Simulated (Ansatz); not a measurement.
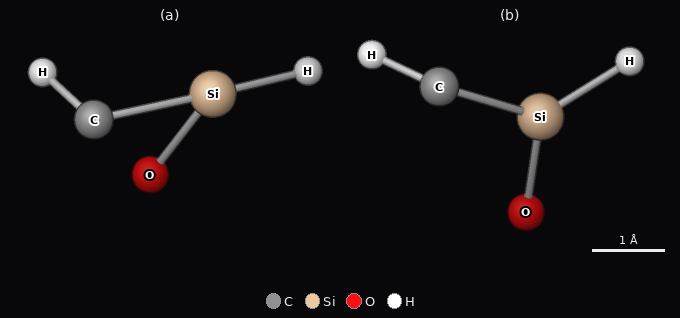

The structure of CH$_{2}$OSi before (left) and after (right) a relaxation, at one scale.

A ball-and-stick model, seen at a tilt.

Level of theory: Ansatz, RKS PBE0-D4/def2-TZVP.

Input
```yaml
crystal:
  periodic: [false, false, false]
  atoms:
    - {symbol: C, position_ang: [-0.605690, -0.664220, 0.742750]}
    - {symbol: Si, position_ang: [0.339570, 0.665650, 0.017270]}
    - {symbol: O, position_ang: [0.674840, -0.857670, -0.292140]}
    - {symbol: H, position_ang: [-1.484280, -0.890910, 0.119090]}
    - {symbol: H, position_ang: [1.075560, 1.747150, -0.586970]}
basis:
  gaussian: {orbitals: def2-TZVP}
hamiltonian: {xc: pbe0, dispersion: d4}
relax: {f_tol: 0.005, max_steps: 200}
```

Command:
```bash
ansatz run in.yaml --threads 2 --pin off --events-out ev --progress --plain --max-ram 4352MiB
```

**What changed between the two?**

The largest move after the best rigid fit is that of O3, 0.81 Å. By element the largest moves are O 0.81 Å, Si 0.50 Å, C 0.48 Å, H 0.42 Å. Near-neighbour distances that change, for instance: C1–O3 1.658 → 2.740 Å, Si2–O3 1.590 → 1.530 Å, Si2–H5 1.441 → 1.483 Å, C1–H4 1.101 → 1.091 Å. Among the angles between lasting bonds that change: C1–Si2–H5 178.7° → 117.9°, C1–Si2–O3 58.5° → 111.4°, Si2–C1–H4 110.2° → 128.3°. After 19 accepted moves (20 points after the start) the energy has fallen by 6.84 kcal/mol. The largest force component goes from 1.3 to 0.0048 eV/Å. The line search rejected the trial step at point 7 of the run. Cost: 31 s on 2 threads of Arm Neoverse V1, with other jobs on the host.
